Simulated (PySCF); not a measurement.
# B2FH7N2: electronic excitations at several levels of theory

Aim: compute the electronic excitations of B2FH7N2 (`F[BH-]1[NH2+][BH2-][NH2+]1`) at several levels, and see how far they spread and what each costs.

Computed with PySCF 2.14.0, with density-fitted response routines of our own, on a single molecule in the gas phase. Atoms are numbered from 0 throughout.

## 1. Starting geometry

12 atoms, charge 0, multiplicity 1; geometry from: GFN2-xTB.

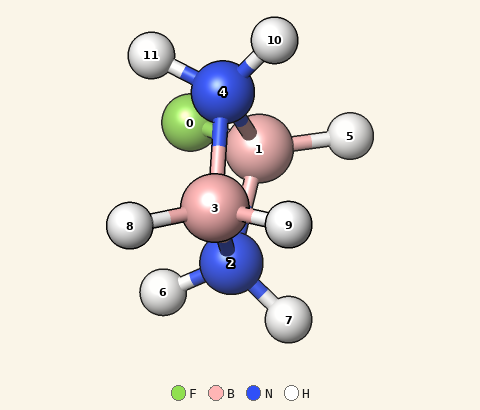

The starting geometry (fluorine green, boron pink, nitrogen blue, hydrogen white), atoms numbered; sticks join atoms by distance.

## 2. Relaxing the molecule at PBE0-D3(BJ)/def2-SVP

Job settings and geometry (Å):

```
{"job": {"xc": "PBE0", "basis": "def2-SVP", "d3": "d3bj", "grid": 1, "kind": "geom"}, "charge": 0, "multiplicity": 1}
F      1.866486     0.017796    -1.086883
B      1.076215    -0.131355     0.033350
N     -0.142000    -1.094552    -0.276027
B     -1.115291     0.097041     0.142831
N      0.111746     1.113942     0.196820
H      1.692152    -0.410566     1.006125
H     -0.191499    -1.332976    -1.259429
H     -0.203594    -1.948444     0.262232
H     -1.900450     0.368129    -0.702014
H     -1.565014    -0.082206     1.223046
H      0.211366     1.668367     1.036673
H      0.161083     1.734137    -0.602751
```

Output:

```text
step   0  E = -262.93122342  max force = 0.016340
step   1  E = -262.93330279  max force = 0.003082
step   2  E = -262.93332883  max force = 0.001004
step   3  E = -262.93333238  max force = 0.000278
optimisation converged
```

It took 9.3 s on 1 thread, shared host.

Relaxation path:

```
step  energy from step 0 (eV)  largest force component (eV/Å)
   0                   0.0000                          0.8402
   1                  -0.0566                          0.1585
   2                  -0.0573                          0.0516
   3                  -0.0574                          0.0143
```

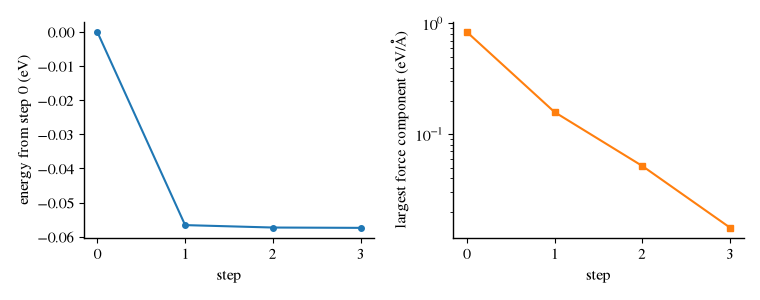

Energy and force, step by step.

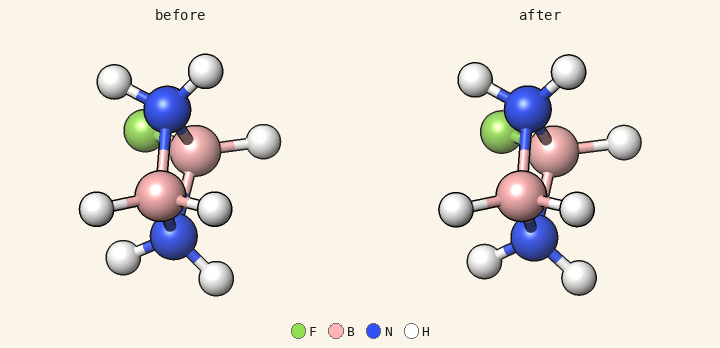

Before and after, at one scale.

Distances of close pairs at the start and the end, largest changes first:

```csv
bond,before (Å),after (Å),change (Å)
B1–H5,1.185,1.220,+0.036
B3–H9,1.184,1.216,+0.033
B3–H8,1.185,1.217,+0.032
B1–N2,1.584,1.594,+0.010
B1–N4,1.584,1.594,+0.010
N2–H6,1.013,1.018,+0.005
N4–H11,1.013,1.018,+0.005
N2–H7,1.011,1.016,+0.004
```

The next job starts from the end point, and lists it.

```
                         at the end point                value
  point group (found at 0.08 Å tolerance)                   Cs
rotational constants (GHz, main isotopes)  8.211, 4.487, 3.382
                        dipole moment (D)                 0.59
```

## 3. Excited states and response: PBE0/aug-cc-pVDZ

Job settings and geometry (Å):

```
{"job": {"kind": "uv", "xc": "PBE0", "basis": "aug-cc-pVDZ"}, "charge": 0, "multiplicity": 1}
F      1.736520     0.091788    -1.160431
B      0.973932    -0.057554    -0.022362
N     -0.256171    -1.036265    -0.286634
B     -1.214218     0.171007     0.138929
N      0.011892     1.196014     0.187595
H      1.582477    -0.346242     0.995379
H     -0.327312    -1.313323    -1.264039
H     -0.289016    -1.871424     0.290513
H     -2.029947     0.451720    -0.719460
H     -1.676223    -0.009805     1.249402
H      0.141587     1.712420     1.052520
H      0.051661     1.850667    -0.591405
```

Level: TDDFT PBE0/aug-cc-pVDZ, vertical, gas phase, core orbitals frozen in the response.

Output:

```text
coarse grid: 9728 points
cycle   1  E = -263.0817120970  dE =  4.405e-01  |g| = 5.406e-01  |ddm| = 1.034e+01
cycle   2  E = -263.0533745341  dE =  2.834e-02  |g| = 7.278e-01  |ddm| = 2.851e+00
cycle   3  E = -263.1440816358  dE = -9.071e-02  |g| = 6.532e-02  |ddm| = 1.139e+00
cycle   4  E = -263.1448133804  dE = -7.317e-04  |g| = 2.848e-02  |ddm| = 2.008e-01
cycle   5  E = -263.1449909984  dE = -1.776e-04  |g| = 6.873e-03  |ddm| = 9.206e-02
cycle   6  E = -263.1450007340  dE = -9.736e-06  |g| = 2.119e-03  |ddm| = 1.997e-02
final grid: 93608 points
cycle   7  E = -263.1486063176  dE = -3.980e-05  |g| = 9.302e-03  |ddm| = 1.848e-01
cycle   8  E = -263.1485922903  dE =  1.403e-05  |g| = 1.240e-02  |ddm| = 4.051e-02
cycle   9  E = -263.1486253143  dE = -3.302e-05  |g| = 5.814e-04  |ddm| = 1.980e-02
cycle  10  E = -263.1486253673  dE = -5.298e-08  |g| = 2.514e-04  |ddm| = 1.564e-03
cycle  11  E = -263.1486253770  dE = -9.671e-09  |g| = 5.403e-05  |ddm| = 4.395e-04
cycle  12  E = -263.1486253776  dE = -6.042e-10  |g| = 1.299e-05  |ddm| = 2.145e-04
converged SCF energy = -263.1486253776

Static polarisability (au): isotropic 48.292, principal 46.682 47.087 51.107

Singlet excitations
state   eV       nm        f      main configurations
  1   6.8008    182.3   0.00522   H->L 0.98
  2   6.9634    178.1   0.00025   H->L+1 0.98
  3   7.2677    170.6   0.00624   H-1->L 0.85, H->L+2 0.12
  4   7.3973    167.6   0.01576   H->L+2 0.85, H-1->L 0.12
  5   7.4896    165.5   0.00001   H-1->L+1 0.97
  6   7.7870    159.2   0.00240   H->L+3 0.95
  7   7.9368    156.2   0.03297   H-1->L+2 0.96
  8   8.1971    151.3   0.02467   H->L+4 0.75, H-1->L+3 0.20
  9   8.2227    150.8   0.00059   H->L+5 0.97
 10   8.3011    149.4   0.04869   H-1->L+3 0.64, H->L+4 0.16, H->L+7 0.13

Triplet excitations (Tamm-Dancoff, eV): 6.6274 6.8494 7.1094 7.2568
```

It took 12 s on 1 thread, shared host.

The orbitals next to the gap, with their largest atomic shares:

```csv
orbital,eV,atoms
HOMO−3,-9.93,"B3 19 %, F0 16 %, B1 16 %"
HOMO−2,-9.92,"F0 45 %, N2 20 %, N4 18 %"
HOMO−1,-8.54,"B3 43 %, H9 24 %, H8 13 %"
HOMO,-8.02,"B1 19 %, N2 14 %, N4 14 %"
LUMO,-0.21,"H10 17 %, H7 17 %, H11 15 %"
LUMO+1,0.01,"B3 29 %, B1 23 %, H7 10 %"
LUMO+2,0.37,"B3 38 %, B1 29 %, N4 5 %"
```

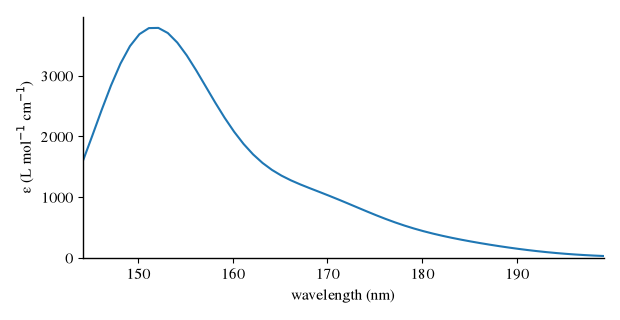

Absorption spectrum: each of the 10 states is a Gaussian band of 0.4 eV half-width at 1/e. Beyond the last state computed it falls off for lack of states.

Further results of this job:

```csv
property,computed
dipole moment (D),0.70
polarisability (Å³),7.16
HOMO–LUMO gap (eV),7.81
−ε(HOMO) (eV),8.02
```

## 4. Excited states and response: PBE0/def2-TZVPD

Same as in step 3 but for these lines:

```diff
@@ -1,2 +1,2 @@
-{"job": {"kind": "uv", "xc": "PBE0", "basis": "aug-cc-pVDZ"}, "charge": 0, "multiplicity": 1}
+{"job": {"kind": "uv", "xc": "PBE0", "basis": "def2-TZVPD"}, "charge": 0, "multiplicity": 1}
 F      1.736520     0.091788    -1.160431
```

Level: TDDFT PBE0/def2-TZVPD, vertical, gas phase, core orbitals frozen in the response.

Output:

```text
coarse grid: 9728 points
cycle   1  E = -263.1701642964  dE =  4.187e-01  |g| = 5.900e-01  |ddm| = 3.035e+00
cycle   2  E = -263.1324062221  dE =  3.776e-02  |g| = 8.242e-01  |ddm| = 2.828e+00
cycle   3  E = -263.2385556798  dE = -1.061e-01  |g| = 7.006e-02  |ddm| = 1.301e+00
cycle   4  E = -263.2393216353  dE = -7.660e-04  |g| = 3.437e-02  |ddm| = 1.760e-01
cycle   5  E = -263.2395654841  dE = -2.438e-04  |g| = 7.762e-03  |ddm| = 6.146e-02
cycle   6  E = -263.2395774778  dE = -1.199e-05  |g| = 2.409e-03  |ddm| = 9.195e-03
cycle   7  E = -263.2395787144  dE = -1.237e-06  |g| = 2.021e-04  |ddm| = 2.105e-03
final grid: 93608 points
cycle   8  E = -263.2255148961  dE = -1.045e-04  |g| = 8.656e-03  |ddm| = 1.983e-01
cycle   9  E = -263.2255064305  dE =  8.466e-06  |g| = 1.081e-02  |ddm| = 3.815e-02
cycle  10  E = -263.2255300868  dE = -2.366e-05  |g| = 6.366e-04  |ddm| = 1.854e-02
cycle  11  E = -263.2255301571  dE = -7.033e-08  |g| = 2.849e-04  |ddm| = 7.771e-04
cycle  12  E = -263.2255301728  dE = -1.568e-08  |g| = 7.233e-05  |ddm| = 3.489e-04
cycle  13  E = -263.2255301735  dE = -7.052e-10  |g| = 2.274e-05  |ddm| = 6.458e-05
converged SCF energy = -263.2255301735

Static polarisability (au): isotropic 48.176, principal 46.452 47.133 50.944

Singlet excitations
state   eV       nm        f      main configurations
  1   6.9260    179.0   0.00613   H->L 0.98
  2   7.2492    171.0   0.00029   H->L+1 0.99
  3   7.3924    167.7   0.01286   H-1->L 0.95
  4   7.7428    160.1   0.01031   H->L+2 0.79, H->L+3 0.16
  5   7.7835    159.3   0.00001   H-1->L+1 0.98
  6   8.0301    154.4   0.01024   H->L+3 0.82, H->L+2 0.15
  7   8.3477    148.5   0.04765   H-1->L+2 0.83, H-1->L+3 0.14
  8   8.5010    145.8   0.02034   H-1->L+3 0.72, H->L+4 0.13, H-1->L+2 0.11
  9   8.6750    142.9   0.05974   H->L+4 0.79, H-1->L+3 0.10
 10   8.7517    141.7   0.01618   H-2->L 0.93

Triplet excitations (Tamm-Dancoff, eV): 6.7302 7.0951 7.2166 7.5075
```

Run time: 19 s. Hardware: 1 thread, shared host.

In short: HOMO -8.04 eV, LUMO -0.06 eV; lowest singlet 6.93 eV.

## 5. Ultraviolet spectrum: PBE0/6-31+G*

Same as in step 4 but for these lines:

```diff
@@ -1,2 +1,2 @@
-{"job": {"kind": "uv", "xc": "PBE0", "basis": "def2-TZVPD"}, "charge": 0, "multiplicity": 1}
+{"job": {"kind": "uv", "xc": "PBE0", "basis": "6-31+G*"}, "charge": 0, "multiplicity": 1}
 F      1.736520     0.091788    -1.160431
```

With the program's defaults for keys left out, this is: TDDFT PBE0/6-31+G*, vertical, gas phase, core orbitals frozen in the response.

Output:

```text
coarse grid: 9728 points
cycle   1  E = -263.0879958134  dE =  4.296e-01  |g| = 5.308e-01  |ddm| = 2.853e+00
cycle   2  E = -263.0639045366  dE =  2.409e-02  |g| = 7.047e-01  |ddm| = 1.425e+00
cycle   3  E = -263.1488359750  dE = -8.493e-02  |g| = 6.579e-02  |ddm| = 6.966e-01
cycle   4  E = -263.1495724592  dE = -7.365e-04  |g| = 2.806e-02  |ddm| = 1.033e-01
cycle   5  E = -263.1497459089  dE = -1.734e-04  |g| = 6.757e-03  |ddm| = 3.761e-02
cycle   6  E = -263.1497553594  dE = -9.451e-06  |g| = 1.929e-03  |ddm| = 6.809e-03
final grid: 93608 points
cycle   7  E = -263.1197724405  dE = -3.125e-05  |g| = 9.136e-03  |ddm| = 3.225e-02
cycle   8  E = -263.1197588808  dE =  1.356e-05  |g| = 1.221e-02  |ddm| = 2.177e-02
cycle   9  E = -263.1197911399  dE = -3.226e-05  |g| = 5.906e-04  |ddm| = 1.211e-02
cycle  10  E = -263.1197911968  dE = -5.689e-08  |g| = 2.196e-04  |ddm| = 5.944e-04
cycle  11  E = -263.1197912041  dE = -7.284e-09  |g| = 5.170e-05  |ddm| = 1.780e-04
cycle  12  E = -263.1197912047  dE = -5.930e-10  |g| = 1.253e-05  |ddm| = 6.585e-05
converged SCF energy = -263.1197912047

Static polarisability (au): isotropic 43.909, principal 41.494 43.538 46.696

Singlet excitations
state   eV       nm        f      main configurations
  1   6.9979    177.2   0.00791   H->L 0.99
  2   7.0636    175.5   0.00005   H->L+1 0.99
  3   7.4548    166.3   0.00838   H-1->L 0.83, H->L+2 0.15
  4   7.5873    163.4   0.02491   H->L+2 0.83, H-1->L 0.15
  5   7.5904    163.3   0.00008   H-1->L+1 0.98
  6   8.0928    153.2   0.00056   H->L+3 0.87
  7   8.1402    152.3   0.04725   H-1->L+2 0.90
  8   8.4911    146.0   0.05043   H->L+4 0.73, H-1->L+3 0.21
  9   8.6387    143.5   0.04698   H-1->L+3 0.65, H->L+4 0.20, H-1->L+4 0.10
 10   8.6582    143.2   0.02474   H->L+5 0.92

Triplet excitations (Tamm-Dancoff, eV): 6.7855 6.9505 7.2661 7.4199
```

Run time: 5.9 s. Hardware: 1 thread, shared host.

Key values: HOMO -8.02 eV, LUMO 0.06 eV; lowest singlet 7.00 eV.

## 6. Side by side: electronic excitations

Excitations and ground-state properties, with basis size and wall time:

```
             run  lowest singlet (eV)  brightest (eV)      f  gap (eV)  α (Å³)  μ (D)  functions   time
PBE0/aug-cc-pVDZ                 6.80            8.30  0.049      7.81    7.16   0.70        178   12 s
 PBE0/def2-TZVPD                 6.93            8.68  0.060      7.99    7.14   0.70        251   19 s
    PBE0/6-31+G*                 7.00            8.49  0.050      8.09    6.51   0.74        104  5.9 s
```

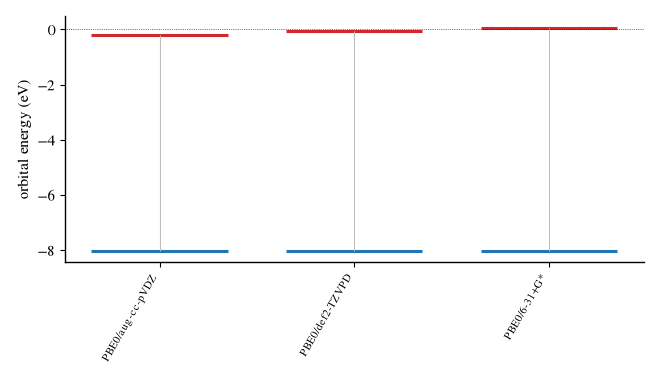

HOMO (blue) and LUMO (red) run by run.

## 7. Summary of results

| quantity | value |
| --- | --- |
| point group | Cs |
| rotational constants (main isotopes) | 8.21, 4.49, 3.38 GHz |
| lowest singlet (PBE0/aug-cc-pVDZ) | 6.80 eV (182 nm), f = 0.005 |
| brightest single state of those computed | state 10, 8.30 eV, f = 0.049 |
| lowest triplet | 6.63 eV |
| range of the lowest singlet | 6.80 to 7.00 eV |

**Reading.** Single values in the summary come from the first run of each kind that ended normally (PBE0/aug-cc-pVDZ), which need not be the best level. The optimisation took 3 steps and gained 0.057 eV; among the close pairs (by a distance rule), B1–H5 changed most, from 1.185 to 1.220 Å. The lowest singlet, at 6.80 eV, is HOMO→LUMO 0.98 and is weak; of the 10 states computed, the strongest absorption comes from state 10 at 8.30 eV (the last computed, so partners may be missing). The lowest triplet lies 0.17 eV below the lowest singlet (triplets in Tamm-Dancoff, singlets in full TDDFT). States above −ε(HOMO) lie where TDDFT describes them poorly and they hang on the basis; the brightest is among them. The lowest singlet runs from 6.80 eV (PBE0/aug-cc-pVDZ) to 7.00 eV (PBE0/6-31+G*), while the orbital gap spans 7.81 to 8.09 eV. The lowest state need not be the same one in every run.
